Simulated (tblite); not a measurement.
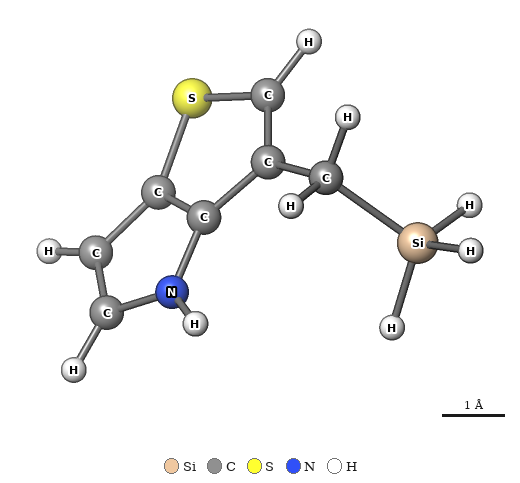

Figure 1. The structure as given in the input (ball-and-stick view, seen at a tilt).

# C$_{7}$H$_{9}$NSSi: geometry relaxation (part 1 of 2)

System: C$_{7}$H$_{9}$NSSi, SMILES [SiH3]Cc1csc2cc[nH]c12.
Method: GFN2-xTB geometry optimisation, gas phase (tblite 0.8.0).

It belongs to a series of runs on one base structure; here: H on C replaced by CH2SiH3.

### The program's output
```
step      E/eV     max force
  0    -747.27699    2.031
  1    -747.37996    0.817
  2    -747.39885    0.246
  3    -747.40710    0.189
  4    -747.41057    0.169
  5    -747.41267    0.098
  6    -747.41398    0.114
  7    -747.41530    0.102
  8    -747.41638    0.082
  9    -747.41727    0.081
 10    -747.41821    0.075
 11    -747.41929    0.086
 12    -747.42033    0.098
 13    -747.42106    0.064
 14    -747.42150    0.060
 15    -747.42188    0.048
 16    -747.42246    0.067
 17    -747.42326    0.077
 18    -747.42402    0.059
 19    -747.42449    0.040
 20    -747.42476    0.042
 21    -747.42503    0.044
 22    -747.42541    0.047
 23    -747.42588    0.052
 24    -747.42628    0.059
 25    -747.42655    0.042
 26    -747.42678    0.039
 27    -747.42704    0.041
 28    -747.42732    0.045
 29    -747.42756    0.045
 30    -747.42775    0.031
 31    -747.42795    0.035
 32    -747.42823    0.055
 33    -747.42855    0.059
 34    -747.42885    0.039
 35    -747.42911    0.038
 36    -747.42936    0.036
 37    -747.42965    0.053
 38    -747.42994    0.050
 39    -747.43018    0.031
 40    -747.43039    0.028
 41    -747.43062    0.040
 42    -747.43088    0.047
 43    -747.43112    0.039
 44    -747.43132    0.031
 45    -747.43151    0.030
 46    -747.43170    0.042
 47    -747.43185    0.031
 48    -747.43191    0.014
 49    -747.43194    0.013
 50    -747.43196    0.012
 51    -747.43198    0.012
 52    -747.43201    0.013
 53    -747.43205    0.013
 54    -747.43208    0.012
 55    -747.43210    0.013
 56    -747.43213    0.013
 57    -747.43216    0.014
 58    -747.43222    0.017
 59    -747.43229    0.019
 60    -747.43235    0.020
 61    -747.43240    0.017
 62    -747.43244    0.017
 63    -747.43249    0.020
 64    -747.43255    0.019
 65    -747.43260    0.019
 66    -747.43265    0.019
 67    -747.43270    0.021
 68    -747.43277    0.021
 69    -747.43284    0.023
 70    -747.43293    0.023
 71    -747.43302    0.023
 72    -747.43313    0.026
 73    -747.43323    0.026
 74    -747.43332    0.023
 75    -747.43340    0.027
 76    -747.43350    0.029
 77    -747.43363    0.032
 78    -747.43375    0.029
 79    -747.43383    0.022
 80    -747.43389    0.019
 81    -747.43395    0.017
 82    -747.43401    0.022
 83    -747.43407    0.018
 84    -747.43411    0.013
 85    -747.43413    0.014
 86    -747.43416    0.012
 87    -747.43418    0.011
 88    -747.43420    0.009
```

### Trajectory as extended XYZ (Å, eV, eV/Å), 25 of the 89 frames kept, from step=0 to step=88
```
19
Properties=species:S:1:pos:R:3:forces:R:3 step=0 energy=-747.27699
Si   -2.7501    0.0677   -0.7105   -1.2370  -0.8870  -0.3240
C    -1.4337    1.1935   -0.0249    0.7220   0.6920   1.0300
C    -0.3213    0.4969    0.7302   -0.7440   0.4670  -0.0920
C    -0.2347    0.3026    2.0816   -0.7020   0.2960  -0.0030
S     1.1878   -0.5362    2.5944    0.2650  -0.0980  -0.2570
C     1.7079   -0.6175    0.9371    1.6530  -0.9460   0.7040
C     2.8102   -1.1099    0.1750   -0.0150  -0.0390   0.3360
C     2.5279   -0.7962   -1.1279   -0.0240  -0.0550  -0.1400
N     1.3240   -0.1518   -1.1940   -0.7200   0.3550   0.3800
C     0.8185   -0.0375    0.0869   -0.3980   0.2860  -1.2060
H    -3.8023    0.8897   -1.3836    0.3870  -0.1990   0.2130
H    -2.1839   -0.8478   -1.7277   -0.0350   0.1520   0.2210
H    -3.4182   -0.7209    0.3739    0.3490   0.3030  -0.3960
H    -0.9967    1.7776   -0.8381    0.0780  -0.0030   0.0410
H    -1.9109    1.9230    0.6565    0.1780  -0.2670  -0.2320
H    -0.9465    0.5944    2.8625    0.4070  -0.1380  -0.6480
H     3.6869   -1.6242    0.5512   -0.3600   0.2170  -0.1660
H     3.0812   -0.9989   -2.0378   -0.1240   0.0650   0.3830
H     0.8441    0.2050   -2.0121    0.3210  -0.2000   0.1530
19
Properties=species:S:1:pos:R:3:forces:R:3 step=4 energy=-747.41057
Si   -2.7819    0.0453   -0.7173    0.1490   0.0760   0.0230
C    -1.4275    1.2059   -0.0072   -0.0770  -0.0130  -0.0070
C    -0.3301    0.5087    0.7237   -0.0510   0.0190  -0.0560
C    -0.2453    0.3044    2.0668    0.0340  -0.0460   0.0090
S     1.1931   -0.5376    2.5823   -0.0160  -0.0030   0.0420
C     1.7352   -0.6324    0.9443   -0.0010  -0.0160   0.0450
C     2.8116   -1.1114    0.1750   -0.0370   0.0010   0.0340
C     2.5126   -0.7937   -1.1250   -0.0340  -0.0100   0.0290
N     1.3087   -0.1450   -1.1805   -0.0360   0.0000   0.0430
C     0.8143   -0.0393    0.0863   -0.0120   0.0210  -0.1350
H    -3.7858    0.8827   -1.3751    0.0010   0.0360  -0.0150
H    -2.1844   -0.8429   -1.7169    0.0310  -0.0310   0.0280
H    -3.4035   -0.7118    0.3604    0.0140  -0.0640   0.0620
H    -0.9925    1.7770   -0.8318   -0.0050   0.0080   0.0390
H    -1.9087    1.9230    0.6585    0.0070   0.0040   0.0350
H    -0.9371    0.5929    2.8362   -0.0190   0.0280  -0.1290
H     3.6790   -1.6186    0.5430    0.0480  -0.0160  -0.0630
H     3.0744   -0.9946   -2.0178   -0.0320   0.0340   0.0410
H     0.8583    0.1965   -2.0122    0.0370  -0.0290  -0.0240
19
Properties=species:S:1:pos:R:3:forces:R:3 step=7 energy=-747.41530
Si   -2.7745    0.0481   -0.7149   -0.0580  -0.0410   0.0140
C    -1.4329    1.2077   -0.0056    0.0760   0.0460   0.0500
C    -0.3322    0.5093    0.7187    0.0030  -0.0340   0.0220
C    -0.2433    0.3000    2.0606   -0.0430   0.0180   0.0010
S     1.1916   -0.5380    2.5841   -0.0260   0.0010   0.0010
C     1.7331   -0.6328    0.9464   -0.0510   0.0170  -0.0230
C     2.8088   -1.1123    0.1779   -0.0070  -0.0110   0.0230
C     2.5065   -0.7945   -1.1206    0.0380  -0.0190   0.0030
N     1.3054   -0.1452   -1.1788    0.0240  -0.0230  -0.0520
C     0.8115   -0.0386    0.0838    0.0180  -0.0190   0.0220
H    -3.7816    0.8850   -1.3748    0.0320   0.0030   0.0060
H    -2.1802   -0.8458   -1.7116    0.0390  -0.0190   0.0260
H    -3.3978   -0.7164    0.3635    0.0500  -0.0070  -0.0030
H    -0.9928    1.7786   -0.8261   -0.0180   0.0480  -0.0030
H    -1.9086    1.9246    0.6641   -0.0070   0.0010   0.0290
H    -0.9398    0.5968    2.8186   -0.0670   0.0330  -0.0100
H     3.6827   -1.6193    0.5340   -0.0050   0.0030  -0.0300
H     3.0699   -0.9900   -2.0106    0.0180   0.0040  -0.0400
H     0.8643    0.1921   -2.0160   -0.0150  -0.0010  -0.0350
19
Properties=species:S:1:pos:R:3:forces:R:3 step=11 energy=-747.41929
Si   -2.7716    0.0462   -0.7097    0.0790   0.0330   0.0040
C    -1.4301    1.2156    0.0012   -0.0690  -0.0170  -0.0470
C    -0.3331    0.5058    0.7159   -0.0160   0.0600  -0.0320
C    -0.2513    0.2997    2.0577   -0.0250   0.0190  -0.0050
S     1.1823   -0.5380    2.5848   -0.0260  -0.0070  -0.0210
C     1.7262   -0.6340    0.9462    0.0380  -0.0370  -0.0050
C     2.8046   -1.1147    0.1807    0.0280  -0.0050  -0.0480
C     2.5078   -0.7981   -1.1191   -0.0080   0.0160  -0.0670
N     1.3061   -0.1503   -1.1845   -0.0350   0.0150   0.0200
C     0.8098   -0.0412    0.0792   -0.0200  -0.0110  -0.0160
H    -3.7707    0.8878   -1.3733    0.0050  -0.0130   0.0020
H    -2.1671   -0.8520   -1.6988    0.0200   0.0090   0.0310
H    -3.3818   -0.7243    0.3686    0.0100  -0.0140   0.0260
H    -0.9971    1.7923   -0.8199   -0.0140   0.0270   0.0310
H    -1.9088    1.9259    0.6772    0.0230  -0.0230   0.0070
H    -0.9590    0.6081    2.8015   -0.0100  -0.0060   0.0210
H     3.6848   -1.6199    0.5220   -0.0190  -0.0050   0.0530
H     3.0713   -0.9859   -2.0119    0.0290  -0.0210   0.0100
H     0.8677    0.1864   -2.0253    0.0110  -0.0210   0.0360
19
Properties=species:S:1:pos:R:3:forces:R:3 step=15 energy=-747.42188
Si   -2.7627    0.0465   -0.7051   -0.0250  -0.0220   0.0000
C    -1.4335    1.2213    0.0010    0.0320   0.0250   0.0130
C    -0.3347    0.5109    0.7108    0.0160  -0.0090  -0.0100
C    -0.2607    0.3036    2.0529    0.0290  -0.0020  -0.0120
S     1.1710   -0.5396    2.5806   -0.0030  -0.0170  -0.0150
C     1.7240   -0.6393    0.9427   -0.0420   0.0100  -0.0090
C     2.8043   -1.1164    0.1752   -0.0140  -0.0040   0.0370
C     2.5076   -0.7984   -1.1246    0.0010  -0.0060   0.0200
N     1.3043   -0.1529   -1.1865    0.0190  -0.0010  -0.0150
C     0.8062   -0.0452    0.0764    0.0060   0.0070  -0.0080
H    -3.7620    0.8860   -1.3716   -0.0040  -0.0280   0.0010
H    -2.1529   -0.8551   -1.6853    0.0310  -0.0030   0.0000
H    -3.3673   -0.7301    0.3748    0.0160   0.0170   0.0010
H    -1.0030    1.8084   -0.8122   -0.0080   0.0350  -0.0180
H    -1.9067    1.9232    0.6878   -0.0260   0.0060   0.0110
H    -0.9725    0.6139    2.7940    0.0410  -0.0240  -0.0080
H     3.6825   -1.6212    0.5235   -0.0220   0.0030   0.0190
H     3.0776   -0.9870   -2.0136   -0.0140  -0.0010   0.0070
H     0.8686    0.1807   -2.0281   -0.0340   0.0130  -0.0120
19
Properties=species:S:1:pos:R:3:forces:R:3 step=18 energy=-747.42402
Si   -2.7530    0.0451   -0.7005   -0.0320  -0.0260  -0.0310
C    -1.4329    1.2326    0.0010   -0.0230  -0.0030  -0.0060
C    -0.3347    0.5174    0.7023    0.0360  -0.0080   0.0050
C    -0.2610    0.3070    2.0430    0.0110  -0.0250   0.0410
S     1.1602   -0.5471    2.5734    0.0280  -0.0230   0.0010
C     1.7141   -0.6438    0.9374    0.0130   0.0060   0.0090
C     2.7996   -1.1181    0.1765   -0.0300  -0.0160  -0.0040
C     2.5075   -0.7998   -1.1251    0.0060  -0.0090   0.0110
N     1.3043   -0.1530   -1.1913    0.0210   0.0030  -0.0270
C     0.8018   -0.0456    0.0691    0.0350  -0.0030  -0.0110
H    -3.7575    0.8762   -1.3706    0.0000  -0.0430   0.0010
H    -2.1309   -0.8584   -1.6731    0.0130   0.0140   0.0090
H    -3.3513   -0.7319    0.3835    0.0200   0.0260  -0.0080
H    -1.0115    1.8318   -0.8076    0.0030   0.0280  -0.0190
H    -1.9102    1.9197    0.6983   -0.0350   0.0440   0.0180
H    -0.9710    0.6112    2.7854   -0.0210   0.0200   0.0270
H     3.6750   -1.6229    0.5339   -0.0370   0.0130  -0.0140
H     3.0805   -0.9893   -2.0124   -0.0210   0.0050   0.0160
H     0.8614    0.1781   -2.0307    0.0140  -0.0010  -0.0200
19
Properties=species:S:1:pos:R:3:forces:R:3 step=22 energy=-747.42541
Si   -2.7485    0.0426   -0.7013    0.0290   0.0200   0.0180
C    -1.4354    1.2398    0.0017    0.0220   0.0090   0.0290
C    -0.3325    0.5220    0.7004   -0.0290   0.0180   0.0120
C    -0.2611    0.3055    2.0418   -0.0140   0.0070   0.0000
S     1.1581   -0.5552    2.5706   -0.0220   0.0120  -0.0020
C     1.7104   -0.6451    0.9351   -0.0100   0.0060  -0.0150
C     2.7933   -1.1227    0.1758    0.0060  -0.0030  -0.0080
C     2.5070   -0.8019   -1.1256   -0.0150  -0.0040  -0.0060
N     1.3063   -0.1517   -1.1957   -0.0170   0.0180   0.0170
C     0.8021   -0.0439    0.0646   -0.0250   0.0290   0.0270
H    -3.7576    0.8631   -1.3719   -0.0280  -0.0200  -0.0250
H    -2.1150   -0.8588   -1.6658    0.0180  -0.0060  -0.0160
H    -3.3393   -0.7293    0.3883    0.0020   0.0000   0.0090
H    -1.0176    1.8478   -0.8047   -0.0110  -0.0200   0.0290
H    -1.9165    1.9227    0.7041    0.0030  -0.0120  -0.0260
H    -0.9724    0.6130    2.7841    0.0230  -0.0040  -0.0090
H     3.6666   -1.6238    0.5378    0.0240  -0.0340  -0.0060
H     3.0805   -0.9908   -2.0108    0.0140  -0.0120  -0.0250
H     0.8618    0.1759   -2.0362    0.0300  -0.0030  -0.0030
19
Properties=species:S:1:pos:R:3:forces:R:3 step=26 energy=-747.42678
Si   -2.7378    0.0426   -0.7003   -0.0110  -0.0120  -0.0060
C    -1.4371    1.2496    0.0069   -0.0160  -0.0040  -0.0110
C    -0.3335    0.5311    0.7014    0.0130  -0.0020  -0.0180
C    -0.2633    0.3049    2.0407   -0.0020   0.0230   0.0030
S     1.1516   -0.5629    2.5663   -0.0090   0.0120   0.0000
C     1.7048   -0.6457    0.9308    0.0040  -0.0050   0.0080
C     2.7868   -1.1295    0.1733    0.0020   0.0110   0.0090
C     2.5033   -0.8055   -1.1281    0.0050  -0.0010   0.0100
N     1.3066   -0.1465   -1.1975    0.0130  -0.0010  -0.0090
C     0.7996   -0.0364    0.0625    0.0150  -0.0060  -0.0110
H    -3.7627    0.8400   -1.3788    0.0130  -0.0230  -0.0090
H    -2.0915   -0.8589   -1.6590    0.0020   0.0150   0.0080
H    -3.3230   -0.7254    0.3958    0.0060  -0.0070  -0.0020
H    -1.0259    1.8639   -0.7960    0.0280  -0.0040  -0.0070
H    -1.9253    1.9264    0.7081   -0.0040   0.0030   0.0230
H    -0.9710    0.6155    2.7834   -0.0080   0.0000   0.0220
H     3.6587   -1.6323    0.5394   -0.0130  -0.0240  -0.0280
H     3.0810   -0.9949   -2.0122   -0.0310   0.0000   0.0070
H     0.8690    0.1734   -2.0442   -0.0070   0.0240   0.0100
19
Properties=species:S:1:pos:R:3:forces:R:3 step=29 energy=-747.42756
Si   -2.7337    0.0410   -0.6998    0.0090  -0.0040  -0.0020
C    -1.4389    1.2544    0.0092   -0.0130   0.0000  -0.0250
C    -0.3334    0.5358    0.7004   -0.0050   0.0070   0.0000
C    -0.2654    0.3097    2.0399    0.0090   0.0010   0.0050
S     1.1453   -0.5632    2.5640    0.0370  -0.0090   0.0240
C     1.7018   -0.6463    0.9297    0.0160   0.0070   0.0130
C     2.7847   -1.1311    0.1735   -0.0180  -0.0180  -0.0100
C     2.5016   -0.8075   -1.1278    0.0000   0.0170  -0.0050
N     1.3081   -0.1432   -1.1986   -0.0080   0.0040   0.0050
C     0.7999   -0.0321    0.0611   -0.0040  -0.0080   0.0030
H    -3.7643    0.8230   -1.3856    0.0060  -0.0030  -0.0090
H    -2.0785   -0.8565   -1.6553    0.0060   0.0020   0.0040
H    -3.3139   -0.7251    0.3994   -0.0010  -0.0180   0.0040
H    -1.0250    1.8697   -0.7916    0.0010   0.0100  -0.0100
H    -1.9300    1.9279    0.7130    0.0180  -0.0100  -0.0030
H    -0.9708    0.6165    2.7868   -0.0150   0.0100  -0.0080
H     3.6536   -1.6435    0.5340   -0.0220  -0.0060  -0.0060
H     3.0761   -0.9977   -2.0133   -0.0080  -0.0070   0.0030
H     0.8728    0.1773   -2.0464   -0.0080   0.0250   0.0170
19
Properties=species:S:1:pos:R:3:forces:R:3 step=33 energy=-747.42855
Si   -2.7273    0.0374   -0.6994    0.0000  -0.0050   0.0030
C    -1.4408    1.2601    0.0076    0.0480  -0.0110   0.0320
C    -0.3337    0.5424    0.7010    0.0150  -0.0140   0.0220
C    -0.2644    0.3154    2.0410    0.0030  -0.0110   0.0050
S     1.1455   -0.5638    2.5658   -0.0240   0.0330  -0.0220
C     1.7006   -0.6449    0.9306   -0.0220  -0.0100  -0.0150
C     2.7769   -1.1381    0.1709    0.0030   0.0020  -0.0040
C     2.4977   -0.8057   -1.1288   -0.0250  -0.0190  -0.0050
N     1.3072   -0.1369   -1.1975   -0.0110   0.0090   0.0080
C     0.7993   -0.0277    0.0624    0.0060   0.0160   0.0170
H    -3.7648    0.7997   -1.3971    0.0100   0.0080   0.0050
H    -2.0591   -0.8537   -1.6504    0.0130  -0.0200  -0.0050
H    -3.3022   -0.7293    0.4038    0.0080  -0.0050  -0.0170
H    -1.0248    1.8799   -0.7893   -0.0240  -0.0050   0.0010
H    -1.9316    1.9275    0.7170   -0.0010   0.0080  -0.0210
H    -0.9724    0.6199    2.7875    0.0120   0.0040  -0.0210
H     3.6411   -1.6604    0.5264    0.0010  -0.0080   0.0130
H     3.0680   -1.0036   -2.0149    0.0030   0.0020  -0.0100
H     0.8749    0.1908   -2.0439   -0.0140   0.0260   0.0120
19
Properties=species:S:1:pos:R:3:forces:R:3 step=37 energy=-747.42965
Si   -2.7171    0.0324   -0.6985    0.0280  -0.0060  -0.0140
C    -1.4370    1.2639    0.0102   -0.0510   0.0060  -0.0150
C    -0.3311    0.5486    0.7039   -0.0040   0.0300  -0.0150
C    -0.2639    0.3201    2.0427   -0.0100   0.0070  -0.0040
S     1.1436   -0.5588    2.5657    0.0240  -0.0250   0.0190
C     1.6965   -0.6469    0.9299    0.0110  -0.0060   0.0090
C     2.7683   -1.1457    0.1670   -0.0060  -0.0100   0.0000
C     2.4885   -0.8083   -1.1316    0.0020  -0.0160  -0.0030
N     1.3036   -0.1287   -1.1957    0.0080  -0.0050  -0.0120
C     0.8001   -0.0203    0.0651    0.0050   0.0020  -0.0160
H    -3.7602    0.7779   -1.4073    0.0250   0.0110   0.0210
H    -2.0352   -0.8558   -1.6443    0.0020  -0.0120   0.0060
H    -3.2873   -0.7373    0.4049    0.0040  -0.0030  -0.0150
H    -1.0292    1.8895   -0.7865    0.0080  -0.0250   0.0010
H    -1.9324    1.9286    0.7179   -0.0150   0.0130   0.0060
H    -0.9747    0.6262    2.7840   -0.0050   0.0090   0.0300
H     3.6265   -1.6801    0.5204   -0.0050   0.0070   0.0010
H     3.0583   -1.0088   -2.0180   -0.0160   0.0100  -0.0020
H     0.8727    0.2128   -2.0373   -0.0030   0.0110   0.0030
19
Properties=species:S:1:pos:R:3:forces:R:3 step=40 energy=-747.43039
Si   -2.7061    0.0271   -0.7002    0.0000  -0.0120   0.0030
C    -1.4394    1.2677    0.0121    0.0090   0.0150   0.0020
C    -0.3289    0.5572    0.7054   -0.0180   0.0060   0.0140
C    -0.2645    0.3240    2.0440    0.0130   0.0150   0.0070
S     1.1437   -0.5581    2.5665   -0.0200  -0.0100  -0.0070
C     1.6937   -0.6489    0.9295   -0.0050   0.0260  -0.0030
C     2.7609   -1.1531    0.1640   -0.0150  -0.0140  -0.0030
C     2.4809   -0.8134   -1.1341    0.0060   0.0210   0.0010
N     1.3022   -0.1229   -1.1958   -0.0120  -0.0050   0.0140
C     0.8016   -0.0134    0.0660   -0.0250   0.0000   0.0120
H    -3.7534    0.7625   -1.4116    0.0170   0.0200   0.0080
H    -2.0160   -0.8598   -1.6395    0.0130  -0.0170  -0.0080
H    -3.2751   -0.7425    0.4028   -0.0030  -0.0150  -0.0010
H    -1.0324    1.8928   -0.7843    0.0110  -0.0020  -0.0180
H    -1.9369    1.9325    0.7186   -0.0170  -0.0050   0.0000
H    -0.9753    0.6320    2.7861    0.0220  -0.0060   0.0050
H     3.6150   -1.6938    0.5171    0.0050   0.0000  -0.0050
H     3.0491   -1.0112   -2.0213    0.0000  -0.0060  -0.0180
H     0.8711    0.2305   -2.0327    0.0190  -0.0100  -0.0010
19
Properties=species:S:1:pos:R:3:forces:R:3 step=44 energy=-747.43132
Si   -2.6924    0.0180   -0.7017    0.0030  -0.0010   0.0050
C    -1.4406    1.2736    0.0138    0.0120  -0.0190  -0.0070
C    -0.3296    0.5680    0.7100    0.0150  -0.0090   0.0020
C    -0.2625    0.3326    2.0476   -0.0010   0.0040   0.0100
S     1.1401   -0.5595    2.5664    0.0000  -0.0090  -0.0010
C     1.6898   -0.6470    0.9290   -0.0070  -0.0230   0.0010
C     2.7498   -1.1630    0.1601    0.0080   0.0280   0.0010
C     2.4728   -0.8146   -1.1367   -0.0140   0.0060   0.0050
N     1.2974   -0.1177   -1.1934   -0.0040   0.0080  -0.0090
C     0.7988   -0.0061    0.0690    0.0100  -0.0010  -0.0050
H    -3.7391    0.7535   -1.4135    0.0100   0.0090  -0.0070
H    -1.9929   -0.8693   -1.6358    0.0000   0.0080   0.0060
H    -3.2630   -0.7540    0.3987    0.0000  -0.0140   0.0010
H    -1.0331    1.8943   -0.7865   -0.0060   0.0150   0.0110
H    -1.9458    1.9358    0.7179    0.0000  -0.0070  -0.0280
H    -0.9713    0.6381    2.7916    0.0020   0.0100   0.0220
H     3.6024   -1.7083    0.5113   -0.0160   0.0040  -0.0090
H     3.0363   -1.0145   -2.0279   -0.0190  -0.0010   0.0240
H     0.8731    0.2494   -2.0274    0.0050  -0.0090  -0.0220
```
